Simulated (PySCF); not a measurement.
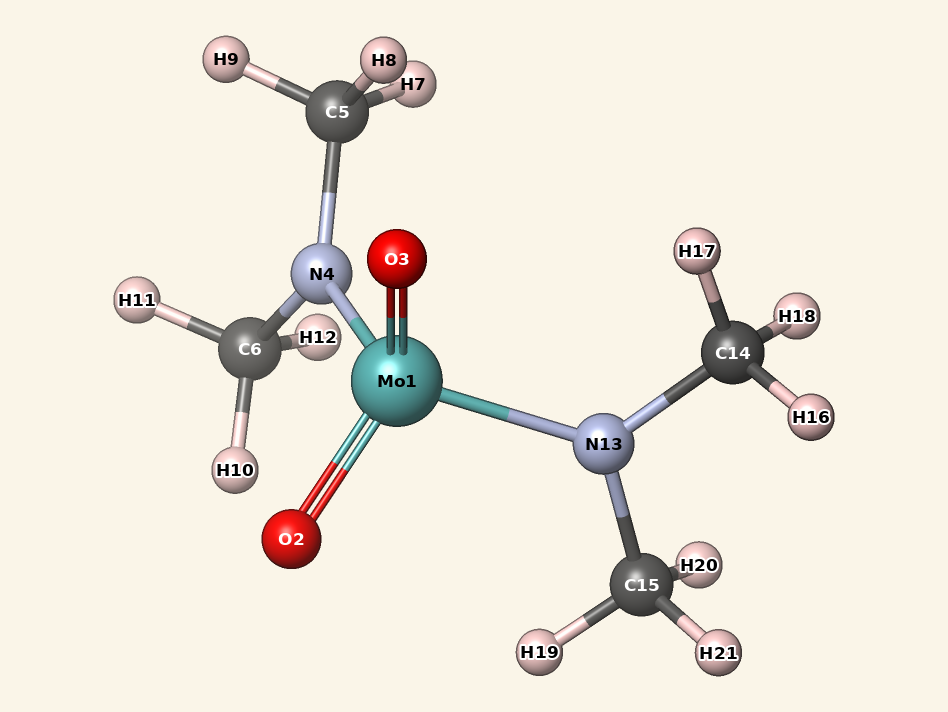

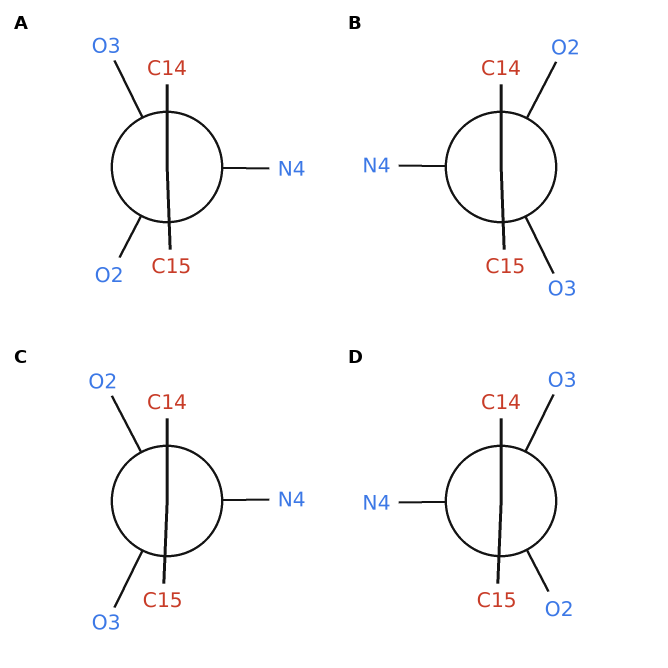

Distant atoms are faded towards the background colour. Bonds that would overlap in a projection are set slightly apart. Charge 0, singlet. The computed structure is the end point of a PBE0-D3(BJ)/def2-SVP optimisation. No frequency run is at hand to confirm it as a minimum.

Q: Which Newman projection shows the view along N13–Mo1, with N13 in front?

A: A. The torsion angle C14–N13–Mo1–O2 is −152°, antiperiplanar (anti).
